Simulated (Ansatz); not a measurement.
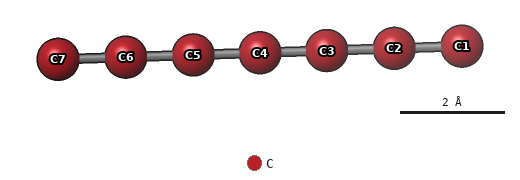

*The structure as given in the input (ball-and-stick view, seen at a tilt; atoms are numbered from 1 in the order of the input).*

Geometry relaxation, with input and output: C₇

System: C₇, SMILES [C]=C=C=C=C=C=[C].
Method: RKS PBE0-D4/def2-TZVPP (Ansatz 0.2.0).

Figures and captions count atoms from 1; the log counts them from 0 in places.

The input:
```yaml
crystal:
  periodic: [false, false, false]
  atoms:
    - { symbol: C, position_ang: [0.0, 0.0, -3.89724634] }
    - { symbol: C, position_ang: [0.0, 0.0, -2.59124183] }
    - { symbol: C, position_ang: [0.0, 0.0, -1.28884375] }
    - { symbol: C, position_ang: [0.0, 0.0, -4.2e-07] }
    - { symbol: C, position_ang: [0.0, 0.0, 1.28884433] }
    - { symbol: C, position_ang: [0.0, 0.0, 2.59124175] }
    - { symbol: C, position_ang: [0.0, 0.0, 3.89724626] }
basis:
  gaussian: { orbitals: def2-TZVPP }
hamiltonian:
  xc: pbe0
  dispersion: d4
relax:
  f_tol: 0.002
  max_steps: 150
```

Run on 4 threads of Intel Xeon @ 2.50GHz (Skylake/Cascade Lake), 189 GiB of memory available, shared host.

Launched with:
```bash
ansatz run input.yaml --threads 4 --pin off --max-ram 10240MiB --backend cpu --events-out ev --progress --plain --runs-dir out
```

The program's output:
```
The last accepted step is kept in [file] (removed where the run ends without a failure and the disk answers)
Engine: ansatz 0.2.0, x86_64-unknown-linux-gnu
Functional definition: PBE0
  parameter a = 0.25
  parameter kappa = 0.804
  parameter beta = 0.06672455060314922
  exchange = (1 - a)*pbe_x(kappa = kappa, mu = beta*pi^2/3) + a*exact_x
  correlation = pbe_c(beta = beta)
1260 factors; their error is unknown
mean field evaluation 1: about -7236.6329 eV, gradient 4.4e1 eV
mean field evaluation 2: about -7237.3392 eV, gradient 3.9e1 eV
mean field evaluation 4: about -7240.9356 eV, gradient 7.7e0 eV
mean field evaluation 8: about -7241.1249 eV, gradient 5.5e-1 eV
mean field evaluation 16: about -7241.1253 eV, gradient 1.1e-4 eV
mean field -7241.12527419 eV, -266.1064456156 hartree, gradient 3.1e-5 eV, S^2 0.000000; 0 other end points of the search recorded, 0 dependent functions left out
the calculation of the forces begins
reference -7241.12530526 eV, -266.1064467571 hartree; 21, 21 occupied and 196, 196 virtual orbitals, 1260 factors
relax step   1: F+E_penalty+E_count = -7241.26493304 eV  Δ(F+E_penalty+E_count) = +0.000e0 eV  max|allowed force component| = 1.536e0 eV/Å  Δτ_max = 0.0000 Å  (37 SCF iters, accepted)
these checks for a lower state are left out or cut short: starts, cluster_reference, orbital_swaps, neighbouring_geometries, increment
1260 factors; their error is unknown
mean field -7241.21532925 eV, -266.1097550778 hartree, gradient 1.5e-5 eV, S^2 0.000000; 0 other end points of the search recorded, 0 dependent functions left out
the calculation of the forces begins
reference -7241.21536022 eV, -266.1097562160 hartree; 21, 21 occupied and 196, 196 virtual orbitals, 1260 factors
relax step   2: F+E_penalty+E_count = -7241.35667036 eV  Δ(F+E_penalty+E_count) = -9.174e-2 eV  max|allowed force component| = 3.139e-1 eV/Å  Δτ_max = 0.0531 Å  (41 SCF iters, accepted)
these checks for a lower state are left out or cut short: starts, cluster_reference, orbital_swaps, neighbouring_geometries, increment
1260 factors; their error is unknown
mean field evaluation 32: about -7241.2173 eV, gradient 8.8e-3 eV
mean field -7241.21729598 eV, -266.1098273538 hartree, gradient 6.9e-6 eV, S^2 0.000000; 0 other end points of the search recorded, 0 dependent functions left out
the calculation of the forces begins
reference -7241.21732694 eV, -266.1098284918 hartree; 21, 21 occupied and 196, 196 virtual orbitals, 1260 factors
relax step   3: F+E_penalty+E_count = -7241.35890579 eV  Δ(F+E_penalty+E_count) = -2.235e-3 eV  max|allowed force component| = 1.238e-2 eV/Å  Δτ_max = 0.0094 Å  (41 SCF iters, accepted)
these checks for a lower state are left out or cut short: starts, cluster_reference, orbital_swaps, neighbouring_geometries, increment
1260 factors; their error is unknown
mean field -7241.21730905 eV, -266.1098278343 hartree, gradient 6.5e-6 eV, S^2 0.000000; 0 other end points of the search recorded, 0 dependent functions left out
the calculation of the forces begins
reference -7241.21734002 eV, -266.1098289723 hartree; 21, 21 occupied and 196, 196 virtual orbitals, 1260 factors
relax step   4: F+E_penalty+E_count = -7241.35890937 eV  Δ(F+E_penalty+E_count) = -3.577e-6 eV  max|allowed force component| = 9.029e-4 eV/Å  Δτ_max = 0.0003 Å  (42 SCF iters, accepted)
1260 factors; their error is unknown
mean field evaluation 64: about -7241.2173 eV, gradient 3.0e-4 eV
```

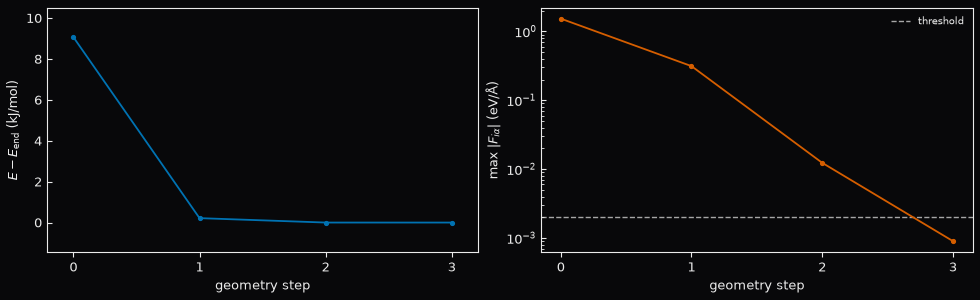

*Progress of the relaxation, step by step (the first geometry is step 0 here and step 1 in the log).*

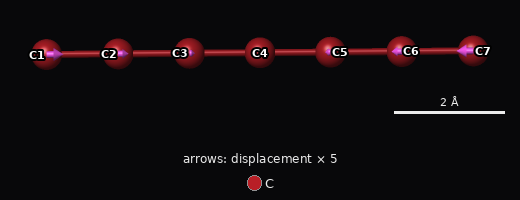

*The starting structure with the displacements as pink arrows, magnified 5 times (ball-and-stick view, seen at an oblique angle). The two geometries are laid on each other by the best rigid fit.*

The energy falls by 9.07 kJ/mol in 3 geometry steps. The largest force component goes from 1.5 to 0.0009 eV/Å. The largest moves after the best rigid fit, 0.062 Å, are those of C1 and C7. Among the contacts that change: C1–C2 1.306 → 1.282 Å, C3–C4 1.289 → 1.269 Å, C2–C3 1.302 → 1.284 Å. (Atoms are counted from 1 in the order of the input.)

```
mean field -7241.21730905 eV, -266.1098278343 hartree, gradient 6.5e-6 eV, S^2 0.000000; 1 other end points of the search recorded, 0 dependent functions left out
the calculation of the forces begins
reference -7241.21734002 eV, -266.1098289723 hartree; 21, 21 occupied and 196, 196 virtual orbitals, 1260 factors
Total energy: -7241.35894034 eV, -266.1150326879 hartree
Atom 0 at     0.000000    -0.000000    -3.835062 Å, force     0.000000     0.000000     0.000100 eV/Å
Atom 1 at     0.000000    -0.000000    -2.552593 Å, force    -0.000000    -0.000000    -0.000572 eV/Å
Atom 2 at    -0.000000     0.000000    -1.268898 Å, force     0.000000     0.000000     0.000903 eV/Å
Atom 3 at    -0.000000     0.000000    -0.000000 Å, force     0.000000     0.000000     0.000000 eV/Å
Atom 4 at    -0.000000     0.000000     1.268899 Å, force    -0.000000    -0.000000    -0.000903 eV/Å
Atom 5 at     0.000000    -0.000000     2.552593 Å, force     0.000000     0.000000     0.000572 eV/Å
Atom 6 at     0.000000    -0.000000     3.835062 Å, force    -0.000000    -0.000000    -0.000100 eV/Å
Dipole moment:     0.000000    -0.000000    -0.000000 e Å
```

Trajectory as extended XYZ (Å, eV, eV/Å), 4 frames, from step=1 to step=4:
```
7
Properties=species:S:1:pos:R:3:forces:R:3 step=1 energy=-7241.26493
C     0.0000    0.0000   -3.8972    0.0000   0.0000   1.5363
C     0.0000    0.0000   -2.5912    0.0000   0.0000  -0.1808
C     0.0000    0.0000   -1.2888    0.0000   0.0000   0.1788
C     0.0000    0.0000    0.0000    0.0000   0.0000   0.0000
C     0.0000    0.0000    1.2888    0.0000   0.0000  -0.1788
C     0.0000    0.0000    2.5912    0.0000   0.0000   0.1808
C     0.0000    0.0000    3.8972    0.0000   0.0000  -1.5363
7
Properties=species:S:1:pos:R:3:forces:R:3 step=2 energy=-7241.35667
C     0.0000    0.0000   -3.8441    0.0000   0.0000   0.3139
C     0.0000    0.0000   -2.5571    0.0000   0.0000  -0.1301
C     0.0000    0.0000   -1.2710    0.0000   0.0000  -0.0135
C     0.0000    0.0000    0.0000    0.0000   0.0000   0.0000
C     0.0000    0.0000    1.2710    0.0000   0.0000   0.0135
C     0.0000    0.0000    2.5571    0.0000   0.0000   0.1301
C     0.0000    0.0000    3.8441    0.0000   0.0000  -0.3139
7
Properties=species:S:1:pos:R:3:forces:R:3 step=3 energy=-7241.35891
C     0.0000    0.0000   -3.8347    0.0000   0.0000  -0.0124
C     0.0000    0.0000   -2.5524    0.0000   0.0000   0.0026
C     0.0000    0.0000   -1.2689    0.0000   0.0000   0.0063
C     0.0000    0.0000    0.0000    0.0000   0.0000   0.0000
C     0.0000    0.0000    1.2689    0.0000   0.0000  -0.0063
C     0.0000    0.0000    2.5524    0.0000   0.0000  -0.0026
C     0.0000    0.0000    3.8347    0.0000   0.0000   0.0124
7
Properties=species:S:1:pos:R:3:forces:R:3 step=4 energy=-7241.35891
C     0.0000    0.0000   -3.8351    0.0000   0.0000   0.0001
C     0.0000    0.0000   -2.5526    0.0000   0.0000  -0.0006
C     0.0000    0.0000   -1.2689    0.0000   0.0000   0.0009
C     0.0000    0.0000    0.0000    0.0000   0.0000   0.0000
C     0.0000    0.0000    1.2689    0.0000   0.0000  -0.0009
C     0.0000    0.0000    2.5526    0.0000   0.0000   0.0006
C     0.0000    0.0000    3.8351    0.0000   0.0000  -0.0001
```

Key numbers:

- outcome: converged
- total energy: −7241.3589 eV
- mean-field energy: −7241.2173 eV
- SCF solution under orbital rotations: stable
- largest force (length of the vector) at the end: 0.001 eV/Å
- wall time: 42 s (CPU time 1.9 min)
- peak memory: 0.51 GiB
